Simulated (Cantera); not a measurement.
Feed: 1 mol Al2O3, a varied amount of HCl, 0.43 mol H2, at 1075 °C and 0.270 bar.

Method: chemical equilibrium by Gibbs-energy minimisation in Cantera with the NASA 1993 tables (ideal gas, pure condensed phases). Candidate condensed phases: Al, AlCl3, Al2O3, H2O; 29 gas species. Kinetics and transport are ignored.

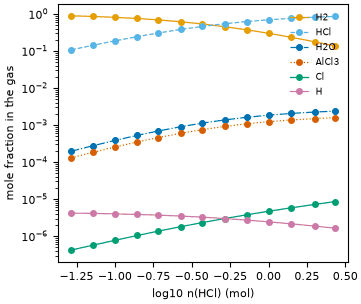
Equilibrium gas composition (values under 1e-9 drawn at 1e-9)

**Question.** Read off the mole fractions at 0.37 mol HCl.

**Answer.** H2 about 0.54, HCl about 0.46, H2O about 0.0011, AlCl3 about 0.00075, H about 3.3e-6, Cl about 2.3e-6.
